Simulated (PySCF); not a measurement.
# C2HF (fluoroacetylene): PBE/cc-pVTZ

Aim: the energy change on altering one bond length of C2HF (fluoroacetylene) at PBE/cc-pVTZ, from 2 runs. Input form: a Python script.

The calculation is run with PySCF 2.14.0.

1 further run of the same task is left out (set aside as unsound or not needed).

### Step 1. The molecule

C2HF has 4 atoms, charge 0, and is taken as a singlet. SMILES: `C#CF`. The shape is that of a PBE0-D4/def2-TZVP optimisation.

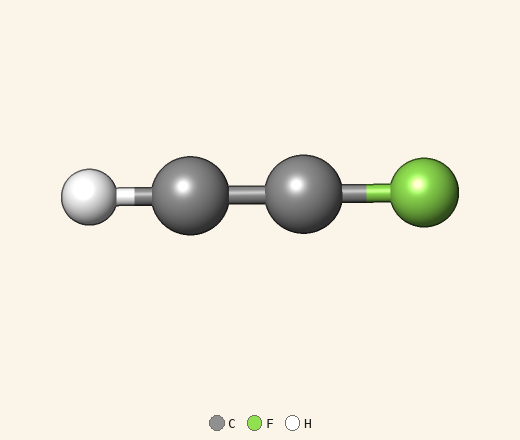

Viewed from a chosen angle; carbon grey, fluorine green, hydrogen white.

### Step 2. A single-point energy at PBE/cc-pVTZ

File run.py:

```python
from pyscf import gto, dft

mol = gto.M(
    atom=[
    ('C', (-0.361030, 0.453110, -0.290220)),
    ('C', (0.303270, -0.380840, 0.243810)),
    ('F', (1.010600, -1.269010, 0.812300)),
    ('H', (-0.952830, 1.196740, -0.765890)),
],
    max_memory=1860,
    spin=0,
    basis='cc-pvtz',
    charge=0,
    verbose=3,
)

myscf = dft.RKS(mol)
myscf.xc = 'pbe'
myscf.grids.level = 5
myscf.conv_tol = 1e-10
myscf.kernel()
if not myscf.converged:
    myscf = myscf.newton().run(myscf.mo_coeff, myscf.mo_occ)

etot = myscf.e_tot
print('E = %.10f Eh' % etot)
```

On the command line:

```console
$ OMP_NUM_THREADS=1 python run.py
```

Log:

```text
converged SCF energy = -176.418947648251
E = -176.4189476483 Eh
```

It took 11 s on 1 thread of Arm Neoverse V1, shared host; peak memory 0.51 GiB.

### Step 3. The distorted shape

File run.py:

```python
from pyscf import gto, dft

mol = gto.M(
    atom='''
C      0.659771    -0.830070     0.530236
C      1.915116    -2.406007     1.539407
F      3.251776    -4.084405     2.613697
H     -1.800588     2.261511    -1.447322
''',
    verbose=3,
    unit='bohr',
    basis='cc-pvtz',
    charge=0,
    max_memory=1860,
)

mf = dft.RKS(mol)
mf.xc = 'pbe'
mf.conv_tol = 1e-10
mf.grids.level = 5
mf.kernel()
if not mf.converged:
    mf = mf.newton().run(mf.mo_coeff, mf.mo_occ)

e_tot = mf.e_tot
print('E(%s) = %.9f' % ('PBE', e_tot))
```

On the command line:

```console
$ OMP_NUM_THREADS=1 python run.py
```

Log:

```text
converged SCF energy = -176.214452528262
E(PBE) = -176.214452528
```

Run time: 14 s. Hardware: 1 thread of Arm Neoverse V1, shared host; peak memory 0.51 GiB.

### Step 4. Outcome

Level: PBE/cc-pVTZ.

| quantity | value |
| --- | --- |
| first shape: total energy | -176.41895 Eh |
| first shape: dipole moment | 0.36 D |
| first shape: HOMO energy | -6.91 eV |
| first shape: LUMO energy | 0.43 eV |
| first shape: HOMO–LUMO gap | 7.33 eV |
| distorted shape: total energy | -176.21445 Eh |
| distorted shape: dipole moment | 1.50 D |
| distorted shape: HOMO energy | -6.71 eV |
| distorted shape: LUMO energy | -6.18 eV |
| distorted shape: HOMO–LUMO gap | 0.52 eV |
| energy change with the C1–H4 bond stretched from 1.063 to 2.338 Å | 5.565 eV |

One bond (distorted shape) is far stretched, which a spin-restricted single reference describes badly; a broken-symmetry solution may lie lower. With the C1–H4 bond stretched from 1.063 to 2.338 Å the energy rises by 5.56 eV (537 kJ/mol). The first shape isn't relaxed at this level, so the change isn't measured from a minimum. A restricted reference can't describe the breaking bond well at this length. Mulliken charges (first shape) run from -0.22 on C1 to +0.16 on H4; they depend strongly on the basis. Mulliken charges (distorted shape) run from -0.23 on C1 to +0.17 on H4.
